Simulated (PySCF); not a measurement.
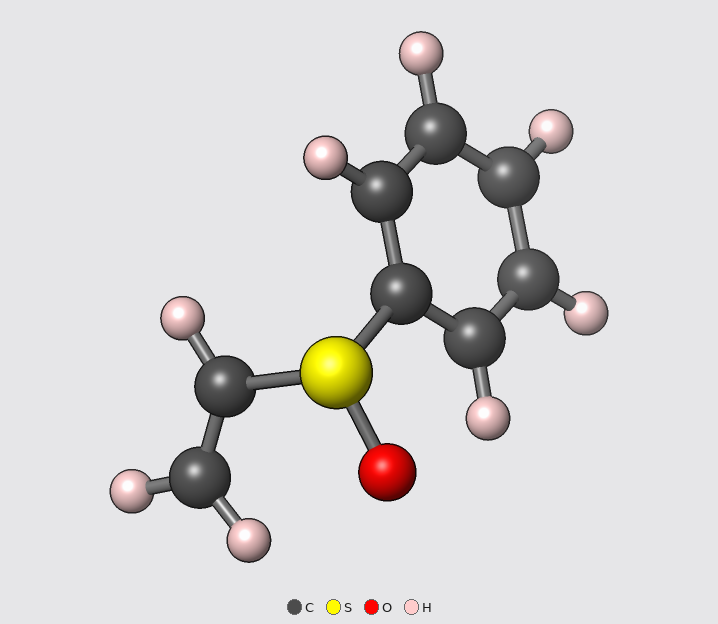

**Give the formula.**

C₈H₈OS, 18 atoms: 8 carbon, 8 hydrogen, 1 oxygen and 1 sulfur.

**Give the symmetry (Schoenflies symbol).**

C1.

**How many bonds of each kind are drawn?**

8 C–H, 7 C–C, 2 C–S, 1 O–S.

**Does it have rings?**

Independent rings (smallest set): 1 of 6 members, 1 of them aromatic.

**Write the SMILES.**

C=C[S@@](=O)c1ccccc1

The parts below concern this one geometry. Atoms keep their numbers from picture to picture. The geometry was computed by an optimisation with PBE0-D3(BJ)/def2-SVP. No frequency run is at hand to confirm it as a minimum.

## Geometry

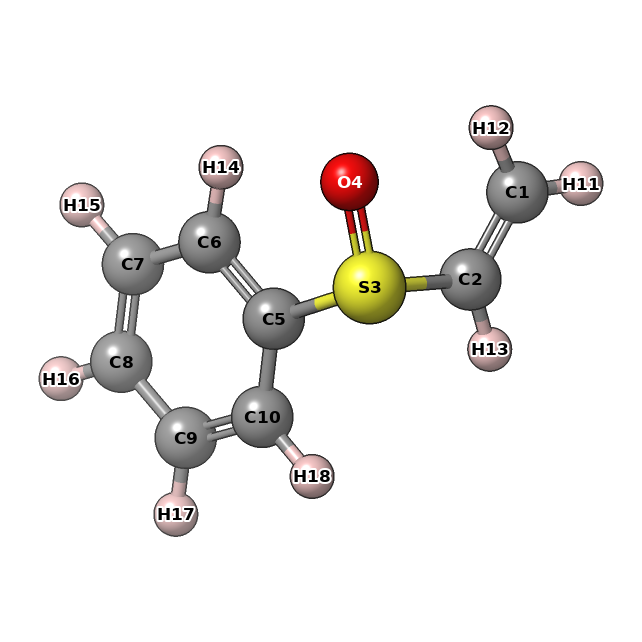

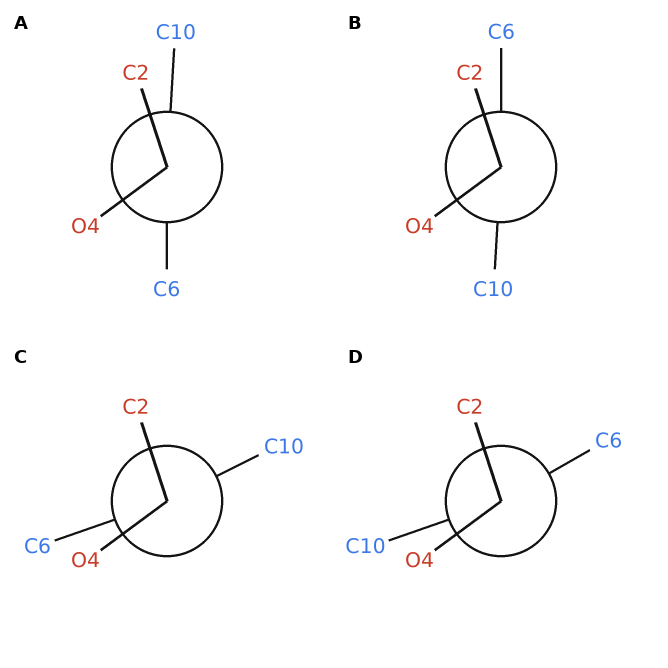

Depth is shown by fading: the farther an atom, the more it takes the colour of the background. Bonds that would overlap in a projection are set slightly apart. No frequency run is at hand to confirm it as a minimum.

**Which Newman projection shows the view along S3–C5, with S3 in front?**

C. The torsion angle O4–S3–C5–C6 is 7°, synperiplanar (eclipsed).

## NMR shielding

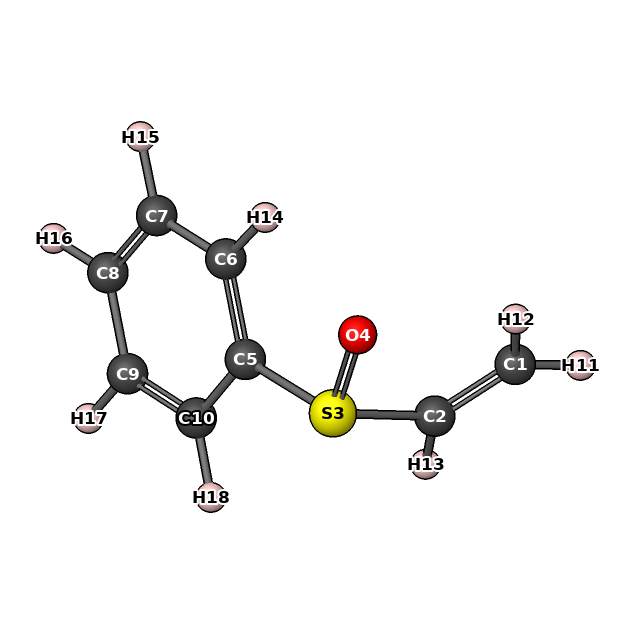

The questions are on isotropic NMR shieldings of the H atoms. No frequency run is at hand to confirm it as a minimum. Properties computed with GIAO ωB97X-D/pcSseg-1 NMR shielding, non-relativistic, IEF-PCM chloroform (PySCF 2.14.0).

List the isotropic NMR shieldings of the H atoms.

```json
{"atom": "H11", "σ (ppm)": "25.04"}
{"atom": "H12", "σ (ppm)": "24.68"}
{"atom": "H13", "σ (ppm)": "24.62"}
{"atom": "H14", "σ (ppm)": "23.10"}
{"atom": "H15", "σ (ppm)": "23.43"}
{"atom": "H16", "σ (ppm)": "23.59"}
{"atom": "H17", "σ (ppm)": "23.62"}
{"atom": "H18", "σ (ppm)": "23.75"}
```

## Bond orders

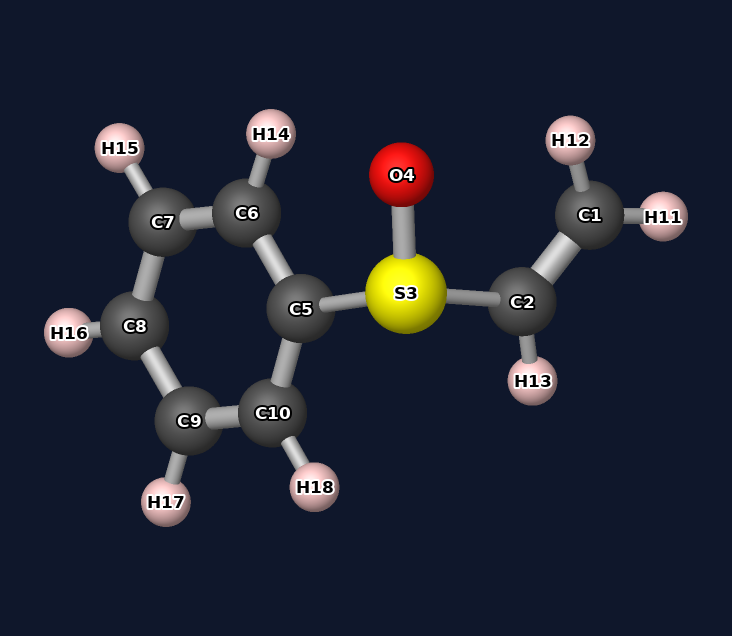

The thickness of each stick grows with its Mayer bond order. No frequency run is at hand to confirm it as a minimum. Level of theory: PBE0/pcSseg-1 in benzene (IEF-PCM) (PySCF 2.14.0).

**Which bond between heavy atoms has the highest Mayer bond order?**

C1–C2, 1.94, at a length of 1.328 Å.

List the Mayer bond orders of C1–C2, C2–S3, S3–O4, S3–C5, C5–C6, C5–C10, C6–C7, C7–C8, C8–C9, C9–C10 (bonds between heavy atoms, one of each equivalent set).

```
  bond  Mayer order  length (Å)
 C1–C2         1.94       1.328
 C2–S3         0.87       1.801
 S3–O4         1.49       1.502
 S3–C5         0.90       1.811
 C5–C6         1.40       1.390
C5–C10         1.33       1.393
 C6–C7         1.42       1.394
 C7–C8         1.43       1.395
 C8–C9         1.43       1.396
C9–C10         1.44       1.394
```

## Ring current

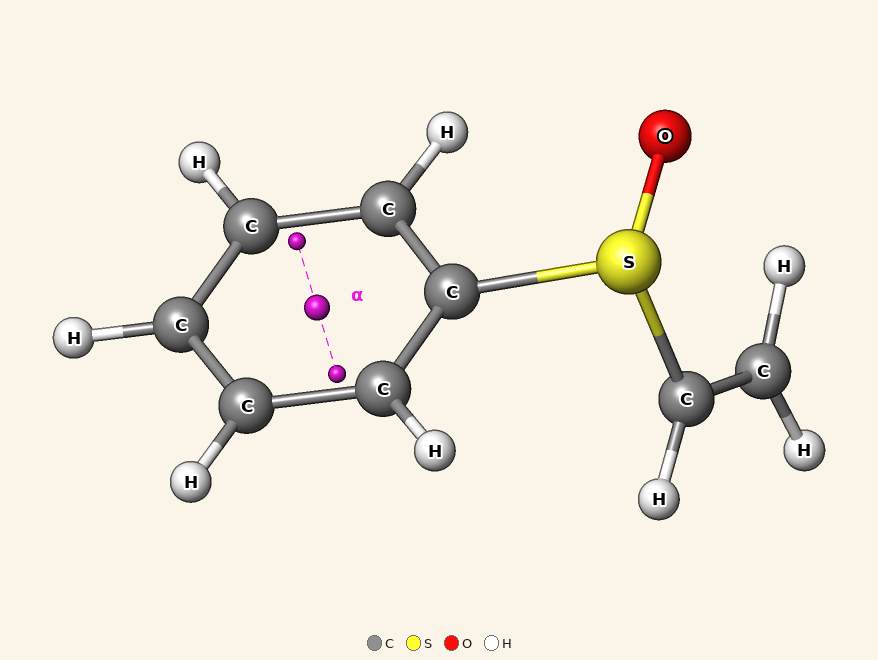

The small points mark where nucleus-independent chemical shifts (NICS) were computed: at the centre of each lettered ring and 1 Å above and below it. No frequency run is at hand to confirm it as a minimum. Properties computed with GIAO WP04/pcSseg-1 NMR shielding, non-relativistic, IEF-PCM chloroform (PySCF 2.14.0).

Give NICS(0), NICS(1) and the out-of-plane component NICS(1)zz for each ring (means of the two sides).

```csv
ring,members,NICS(0),NICS(1),NICS(1)zz
α,C6,−9.0,−11.0,−27.6
```

Values in ppm.

**What do the values say about the ring currents?**

Ring α: diatropic, as in an aromatic ring. NICS is one index among several.
